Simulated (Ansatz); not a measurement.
A series of calculations on WHBrCl$_{5}$F

## 1. Relaxation

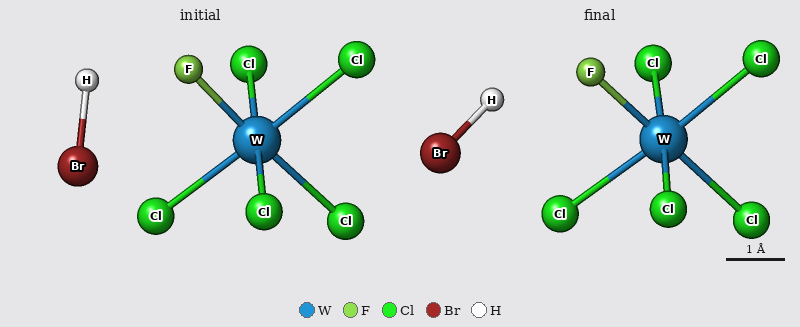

The structure of WHBrCl5F before (left) and after (right) a relaxation, at one scale.

Style: ball-and-stick. Shown from a free direction.

The run prepares an end point of a later path (reaction) calculation, from a guessed geometry.

All numbers below come from RKS PBE/def2-SVP (Ansatz 0.2.0).

The input:
```yaml
crystal:
  periodic: [false, false, false]
  atoms:
    - { symbol: W, position_ang: [-0.069275, -0.061128, -0.24757] }
    - { symbol: F, position_ang: [0.090215, 0.115776, 1.608978] }
    - { symbol: Cl, position_ang: [2.221696, -0.069264, -0.508899] }
    - { symbol: Cl, position_ang: [-0.103974, 2.227523, -0.528927] }
    - { symbol: Cl, position_ang: [-2.377207, -0.078725, 0.088341] }
    - { symbol: Cl, position_ang: [-0.059123, -2.367097, 0.106247] }
    - { symbol: Cl, position_ang: [-0.360518, -0.383656, -2.522541] }
    - { symbol: Br, position_ang: [2.104754, 2.163456, 1.940301] }
    - { symbol: H, position_ang: [1.300531, 1.314813, 2.884169] }
basis:
  gaussian: { orbitals: def2-SVP }
hamiltonian:
  xc: pbe
relax:
  f_tol: 0.03
  max_steps: 50
```

Run as
```bash
ansatz run input.yaml --threads 4 --pin off --max-ram 5120MiB --backend cpu --events-out ev --progress --plain --runs-dir out
```

Question: Summarise the run.

Answer: The atom that moves furthest after the best rigid fit is Br8 (0.81 Å). By element the largest moves are Br 0.81 Å, H 0.34 Å, W 0.14 Å, Cl 0.12 Å, F 0.07 Å. Among the contacts that change: Cl3–Br8 3.316 → 4.119 Å, Cl4–Br8 3.314 → 4.114 Å, Br8–H9 1.503 → 1.439 Å, W1–F2 1.872 → 1.903 Å. Bond angles that change, for instance: F2–W1–Cl3 91.6° → 88.1°, F2–W1–Cl7 176.5° → 180.0°. After 9 accepted moves (10 points after the start) the energy has fallen by 0.358 eV. Largest force component: 1.5 eV/Å at the start, 0.0075 eV/Å at the end. The line search rejected the trial step at point 8 of the run. Cost: 18 s on 4 threads of AMD EPYC 9R45 96-Core Processor (Zen 5), on a shared host, peak memory 0.35 GiB.

## 2. Relaxation

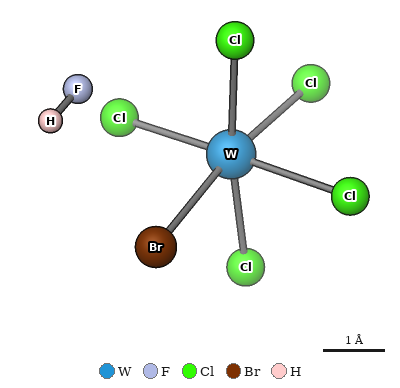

This is the input geometry for a relaxation of WHBrCl₅F. Style: ball-and-stick. Shown at a tilt.

The run prepares an end point of a later path (reaction) calculation, from a guessed geometry.

The calculation used RKS PBE/def2-SVP (Ansatz 0.2.0).

Input
```yaml
crystal:
  periodic: [false, false, false]
  atoms:
    - { symbol: W, position_ang: [0.384079, 0.381595, -0.354834] }
    - { symbol: F, position_ang: [-0.336139, -0.287811, 2.564382] }
    - { symbol: Cl, position_ang: [2.447241, 0.189421, -1.441931] }
    - { symbol: Cl, position_ang: [0.17466, 2.46693, -1.403717] }
    - { symbol: Cl, position_ang: [-1.754968, 0.673134, 0.447719] }
    - { symbol: Cl, position_ang: [0.693836, -1.734998, 0.492334] }
    - { symbol: Cl, position_ang: [-0.582316, -0.591892, -2.251221] }
    - { symbol: Br, position_ang: [1.638573, 1.597545, 1.50602] }
    - { symbol: H, position_ang: [0.082133, 0.167777, 3.26135] }
basis:
  gaussian: { orbitals: def2-SVP }
hamiltonian:
  xc: pbe
relax:
  f_tol: 0.03
  max_steps: 50
```

Launched with:
```bash
ansatz run input.yaml --threads 4 --pin off --max-ram 5120MiB --backend cpu --events-out ev --progress --plain --runs-dir out
```

> Predict the outcome.

The energy falls by 10.2 kcal/mol in 9 accepted moves (11 points after the start). The largest force component goes from 0.67 to 0.0083 eV/Å. The line search rejected the trial steps at points 7, 10 of the run. The forces were under the threshold at step 9, but the run went on from there. F2 moves most after the best rigid fit: 0.76 Å. By element the largest moves are F 0.76 Å, H 0.22 Å, Br 0.20 Å, W 0.18 Å, Cl 0.15 Å. Near-neighbour distances that change, for instance: W1–F2 3.080 → 4.015 Å, W1–Br8 2.552 → 2.524 Å, W1–Cl3 2.340 → 2.324 Å, F2–H9 0.932 → 0.940 Å. Bond angles that change, for instance: Cl5–W1–Br8 98.2° → 89.9°, Cl7–W1–Br8 172.7° → 179.4°, Cl3–W1–Cl5 172.4° → 178.7°.

History of the run:

```
step  E − E(0), kcal/mol  largest force component, eV/Å      note
   0                0.00                         0.6688          
   1               -4.76                         1.0852          
   2               -7.57                         0.9899          
   3               -8.42                         1.4548          
   4               -9.63                         1.1125          
   5              -10.11                         0.0648          
   6              -10.11                         0.0636          
   7               -9.67                         1.0328  rejected
   8              -10.18                         0.0450          
   9              -10.19                         0.0101          
  10              -10.16                         0.1211  rejected
  11              -10.19                         0.0083
```

The structure at the end:

```xyz
9

W     0.4069    0.4145   -0.5300
F    -0.4593   -0.4295    3.2981
Cl    2.5135    0.2074   -1.4889
Cl    0.2085    2.5116   -1.5116
Cl   -1.6753    0.6699    0.4369
Cl    0.6536   -1.6589    0.4572
Cl   -0.5579   -0.5669   -2.3942
Br    1.4712    1.4995    1.4851
H     0.1857    0.2140    3.0675
```

The end point in the same view:

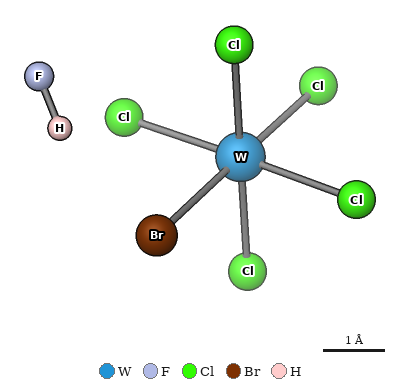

Limits of the set-up: the start holds two separate molecules, 2.7 Å apart at their closest, whose relative position is a soft coordinate and is computed without a dispersion correction.

## 3. Path

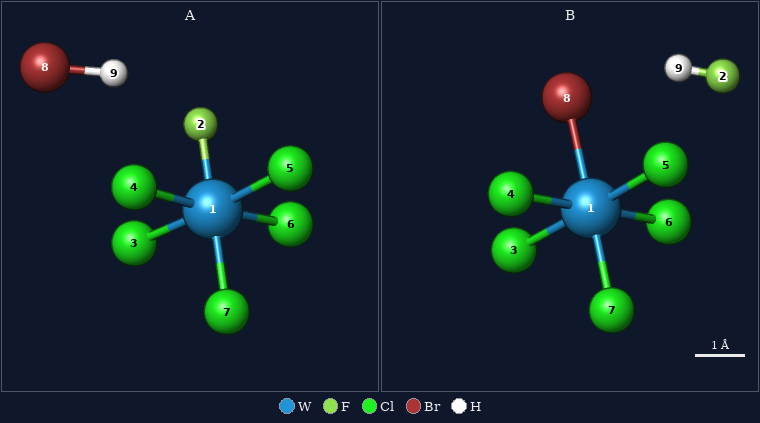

The two relaxed end points of a path for WHBrCl₅F. A ball-and-stick model, seen from a free direction.

Computed with RKS PBE/def2-SVP in Ansatz.

Settings: 7 movable images; climbing image; force threshold 0.05 eV/Å; iteration limit 60.

Start:
```xyz
9

W    -0.1544   -0.1532   -0.3194
F     0.1041    0.1221    1.5460
Cl    2.1478   -0.1563   -0.5577
Cl   -0.1820    2.1470   -0.5748
Cl   -2.4398   -0.1357    0.0710
Cl   -0.1140   -2.4352    0.0884
Cl   -0.4665   -0.4860   -2.5721
Br    2.4304    2.4925    2.5844
H     1.4215    1.4665    2.5544
```

End:
```xyz
9

W     0.3580    0.3661   -0.5386
F    -0.2823   -0.2591    3.3750
Cl    2.4078    0.1124   -1.6034
Cl    0.0887    2.4023   -1.6259
Cl   -1.6675    0.6686    0.5300
Cl    0.6756   -1.6459    0.5501
Cl   -0.7045   -0.7250   -2.2850
Br    1.5276    1.5697    1.3465
H     0.3438    0.3726    3.0712
```

### Predict the minimum-energy path and its barrier.

Forward barrier 1.14 eV, backward barrier 0.59 eV, with image 4 at the top; the reaction energy is +0.55 eV. Image 1 lies below both ends, at 0.00 eV, which points to an intermediate minimum that so few images don't resolve. Breaking: Br8–H9 (1.44 → 1.65 at the top → 2.41 Å), W1–F2 (1.90 → 2.15 at the top → 4.01 Å). Forming: F2–H9 (2.14 → 1.19 at the top → 0.94 Å), W1–Br8 (4.70 → 3.12 at the top → 2.52 Å). The band is converged. At the top, the vibrational analysis gives one imaginary mode (222i cm⁻¹), as a transition state must have.

Energies of the converged images:

| image | path (Å) | E (eV) |
| --- | --- | --- |
| 0 | 0.00 | 0.000 |
| 1 | 0.86 | -0.004 |
| 2 | 1.72 | 0.085 |
| 3 | 2.59 | 0.571 |
| 4 | 3.45 | 1.141 |
| 5 | 4.52 | 1.072 |
| 6 | 5.59 | 0.705 |
| 7 | 6.67 | 0.562 |
| 8 | 7.75 | 0.551 |

The geometry at the top of the path:

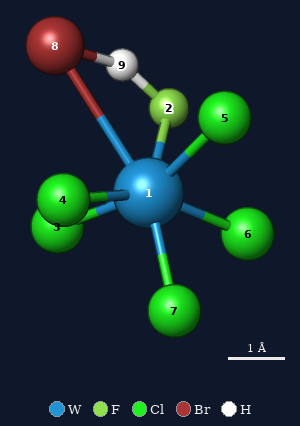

The run took 4.6 min on 4 threads of AMD EPYC 9R45 96-Core Processor (Zen 5), on a shared host, peak memory 0.38 GiB.
